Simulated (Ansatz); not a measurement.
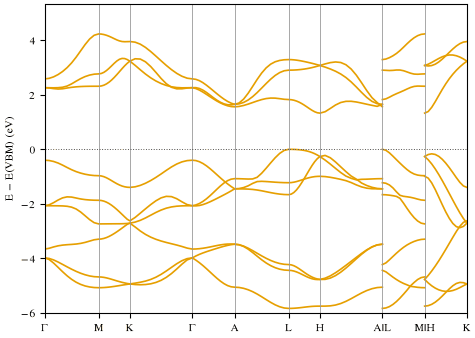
*Band structure from DFT-r²SCAN in the program Ansatz with PAW potentials*

Question: Read off the gap and where the band edges lie.

Answer: About 1.3 eV (1.33 eV by a search for the band edges); maximum at L, minimum at H.

The material is Se (trigonal Se type, P3_121).

The r²SCAN relaxation kept the symmetry of its start. A crystal of weakly bound chains computed without a dispersion correction: the cell and the soft elastic constants depend strongly on that. Spin–orbit coupling is left out wherever it is not named.

Potentials: the later of the program's two PAW sets.
